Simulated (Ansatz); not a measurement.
System: C2H4F2O (SMILES COC(F)F).

```xyz
9

C    -0.5600   -0.3639   -0.9879
O     0.6787    0.0362   -0.4290
C     0.6046    0.3821    0.8733
F     0.3822   -0.7063    1.6587
F     1.7893    0.8916    1.2229
H    -1.3216    0.4119   -0.8484
H    -0.3859   -0.5069   -2.0519
H    -0.9087   -1.3000   -0.5452
H    -0.1902    1.1089    1.0905
```

Geometry: PBE0-D4/def2-TZVP.

All numbers below come from RKS PBE0-D4/def2-TZVPP (Ansatz).

What can the converged electron density and electron localisation function tell about the bonding?

C–F (1.34 Å): the density is about 2.4 e/Å³ at the midpoint; the ELF peaks at about 0.85 between the atoms, as expected for a shared but strongly polarised pair.
C–O (1.35 Å): ρ at the midpoint is about 2.5 e/Å³, with its minimum of 2.1 e/Å³ about 0.5 Å from C; the ELF peaks at about 0.90 between the atoms: a polar covalent bond.
C–H (1.09 Å): the density is about 2.1 e/Å³ at the midpoint; the ELF climbs to about 1 towards the hydrogen, as it does in any bond to H; a covalent bond by its length.
C–O (1.42 Å): ρ at the midpoint is about 2 e/Å³, with its minimum of 1.7 e/Å³ about 0.5 Å from C; the ELF peaks at about 0.90 between the atoms (a polar covalent bond).

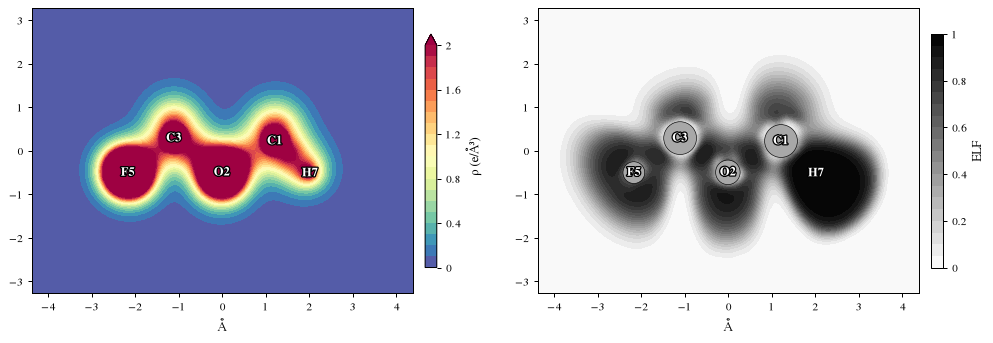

Computed electron density and electron localisation function on the plane of atoms C1, O2 and C3, in this order. Grey discs cover the atomic cores in the ELF map. 
